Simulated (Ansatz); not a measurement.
Computed energy against volume: NiTe (NiAs type)

NiTe (NiAs type)

```cif
data_Ni2Te2
_chemical_formula_sum 'Ni2 Te2'
_space_group_name_H-M_alt 'P 1'
_space_group_IT_number 1
_cell_length_a 3.97290
_cell_length_b 3.97290
_cell_length_c 5.17540
_cell_angle_alpha 90.000
_cell_angle_beta 90.000
_cell_angle_gamma 120.000
loop_
_space_group_symop_operation_xyz
  'x, y, z'
loop_
_atom_site_label
_atom_site_type_symbol
_atom_site_fract_x
_atom_site_fract_y
_atom_site_fract_z
_atom_site_occupancy
Ni1 Ni 0.00000 0.00000 0.00000 1
Ni2 Ni 0.00000 0.00000 0.50000 1
Te1 Te 0.33333 0.66667 0.25000 1
Te2 Te 0.66667 0.33333 0.75000 1
```

This relaxed cell (volume V₀) is scaled evenly in all directions, its shape held. Symmetry pins the atoms to their sites.

The numbers are results of PBEsol (plane waves to 420 eV, PAW, scalar-relativistic; Ansatz, a program for electronic structure), not measurements. k mesh 14×14×9 (Γ-centred), Fermi-Dirac smearing 0.05 eV. The energy includes the smearing's −TS. With the shape held, the modulus is that of even scaling; a crystal free to change shape is softer. NiTe is run without spin polarisation. NiTe was relaxed with its symmetry unable to fall. Spin-orbit coupling is left out, though Te is heavy. The zero of ΔE is the relaxed starting cell.

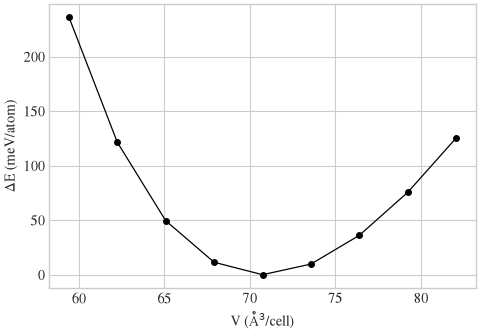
*ΔE (meV/atom) against V (Å³/cell); markers are the computed points, lines only join them.*

The pressure derivative B₀′ (fit) is 4.9. The pressure for 5 % compression (fit) comes out as 6.9 GPa, the equilibrium volume of the fit is 17.69 Å³/atom and the energy cost of the largest compression is 236 meV/atom. The pressure at the smallest volume comes out as 31.7 GPa.

P = (3B₀/2)(x⁷ − x⁵)[1 + ¾(B₀′ − 4)(x² − 1)] with x = (1/0.95)^(1/3), B₀ = 119 GPa and B₀′ = 4.88.

(Under strain, the slope of the energy per volume gives the stress and its curvature an elastic modulus.)
